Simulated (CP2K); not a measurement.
Silylcyclopropane has these distinct C atoms: C2 (bonded to 2 C, Si and H) and C3 (bonded to 2 C and 2 H).

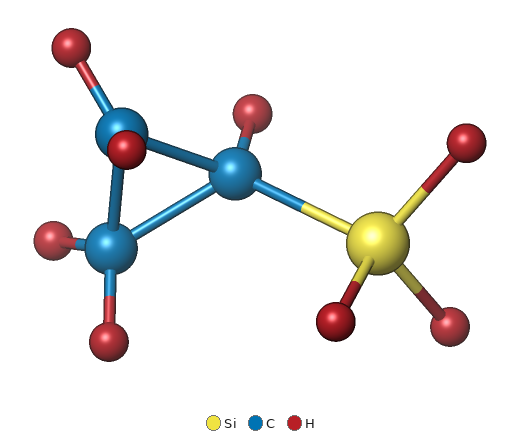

The molecule (silicon yellow, carbon blue, hydrogen red).

```xyz
12

Si    1.6680    0.1601   -0.0075
C    -0.0551   -0.2841   -0.5353
C    -1.0920   -0.6960    0.5049
C    -1.2215    0.6335   -0.1862
H     2.5345   -1.0486    0.1284
H     1.5929    0.8411    1.3205
H     2.3219    1.0871   -0.9787
H    -0.1454   -0.7934   -1.4979
H    -1.7898   -1.4874    0.2343
H    -0.7944   -0.6987    1.5537
H    -1.0113    1.5325    0.3938
H    -2.0079    0.7540   -0.9301
```

Their partial C K spectra (CP2K XAS_TDP, all-electron GAPW, PBEh(45%), aug-pc-1, TDA, GW2X-corrected core level, no relativity) are given in random order, each times the number of alike atoms.

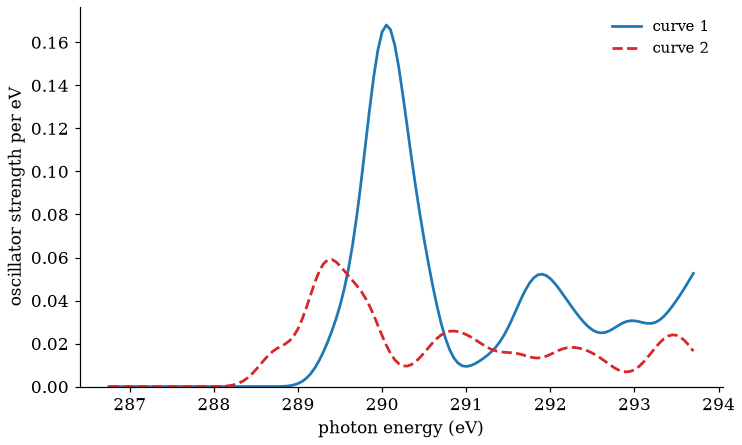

Gaussian full width 0.5 eV, oscillator strength per eV, alike atoms added, rows of zeros left out.

**Question.** Which curve belongs to which atom?

Curve 1: C3 (bonded to 2 C and 2 H), leading line at 289.86 eV (f = 0.016 an atom), ionisation energy 291.47 eV, term value 1.61 eV. Curve 2: C2 (bonded to 2 C, Si and H), leading line at 288.75 eV (f = 0.008 an atom), ionisation energy 290.76 eV, term value 2.01 eV. The leading line of an atom is its first one with 35 % of the strongest within 2.5 eV of its lowest line over the strength cut. A line lies at the core ionisation energy, which rises as an atom loses charge to its neighbours or to a π system, less the term value, which is large for a low π* or σ* orbital with weight on that atom.

[Banner, clock and machine lines of the logs are left out without a mark of their own.]

[Logs are printed without paths, hosts, clocks, repeated set-up lines and the standing remarks that a program may print on its own settings, such as how far it seeks lower states.]

[Hosts, paths, dates, database ids (printed as entryN), source tags and the programs' standing remarks are cut or masked in the printed files.]
